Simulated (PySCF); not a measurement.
```yaml
atoms:
  - { symbol: N, position_ang: [3.6437, 0.0708, -0.1072] }
  - { symbol: C, position_ang: [2.4991, 0.0526, -0.0730] }
  - { symbol: C, position_ang: [1.0835, 0.0338, -0.0324] }
  - { symbol: C, position_ang: [0.3684, 1.2300, -0.0905] }
  - { symbol: C, position_ang: [-1.0123, 1.2095, -0.0520] }
  - { symbol: C, position_ang: [-1.6779, -0.0017, 0.0430] }
  - { symbol: F, position_ang: [-3.0158, -0.0177, 0.0777] }
  - { symbol: C, position_ang: [-0.9641, -1.1964, 0.1018] }
  - { symbol: F, position_ang: [-1.6134, -2.3644, 0.1944] }
  - { symbol: C, position_ang: [0.4160, -1.1865, 0.0663] }
  - { symbol: H, position_ang: [0.8973, 2.1672, -0.1663] }
  - { symbol: H, position_ang: [-1.5876, 2.1207, -0.0937] }
  - { symbol: H, position_ang: [0.9588, -2.1175, 0.1142] }
```

Geometry: GFN2-xTB.

Theory: PBE0/pcSseg-1, SCF density, gas phase, non-relativistic (PySCF 2.14.0).

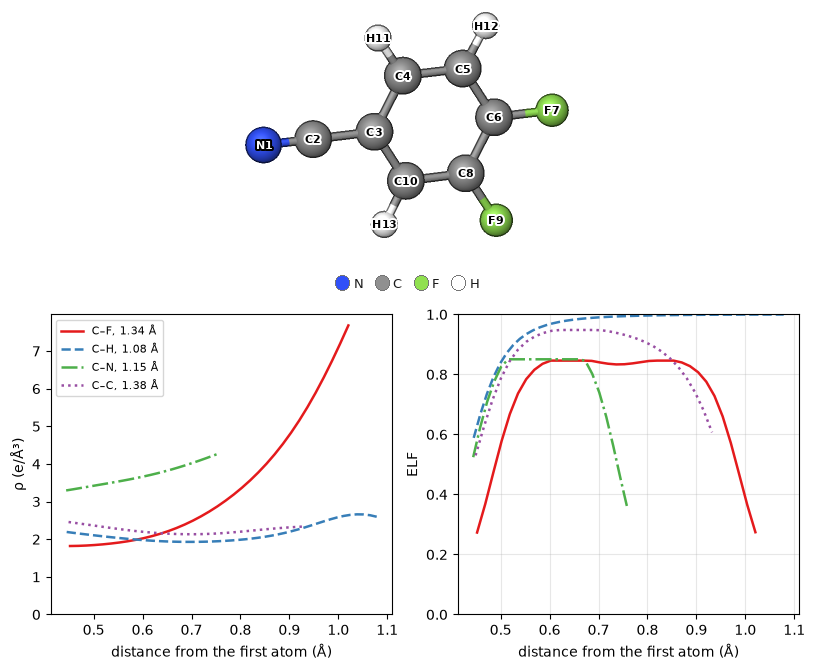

C7H3F2N (SMILES N#Cc1ccc(F)c(F)c1). Total electron density and electron localisation function along straight lines between neighbouring atoms. The curves leave out the atomic cores. The structure is drawn too.

Q: Compare the contacts.

A: C–F (1.34 Å): ρ is about 2.3 e/Å³ halfway; the ELF peaks at about 0.85 between the atoms: a polar covalent bond.
C–H (1.08 Å): the density is about 2 e/Å³ at the midpoint; the ELF climbs to about 1 towards the hydrogen, as it does in any bond to H; a covalent bond by its length.
C–N (1.15 Å): ρ is about 3.6 e/Å³ halfway; the ELF peaks at about 0.85 between the atoms (a multiple bond).
C–C (1.38 Å): the density is about 2.1 e/Å³ at the midpoint; the ELF peaks at about 0.95 between the atoms: a covalent bond.
